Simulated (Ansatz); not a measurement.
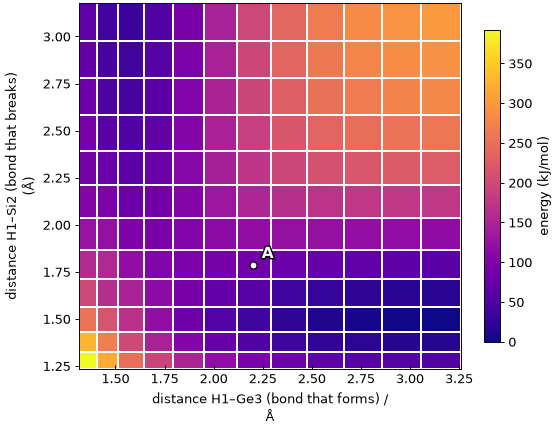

The reacting system GeH₇Si (fragments H₄Si + GeH₃ where the first distance is long, GeH₄ + H₃Si where the second is long), spin multiplicity 2. Coordinates scanned: (1) distance H1–Ge3 (bond that forms); (2) distance H1–Si2 (bond that breaks). Relaxed at each point: all other coordinates. The scan uses a 12 × 12 grid. Points are written as (first, second). Energies are in kJ/mol, from the lowest grid point. Energies and slopes of some neighbouring points disagree (a jump in structure or state, or too coarse a mesh). In part of the range the unrestricted reference is strongly spin-contaminated. Method: Ansatz, UHF/def2-SVP.

The picture shows one coloured cell a grid point, the point A.

Question: Is A at rest? If not, where is it pushed?

Answer: A, at (2.203 Å, 1.786 Å), is not a stationary point. The computed force is 29 kJ/mol for each Å towards larger values of the first coordinate and 200 kJ/mol for each Å towards smaller values of the second coordinate.
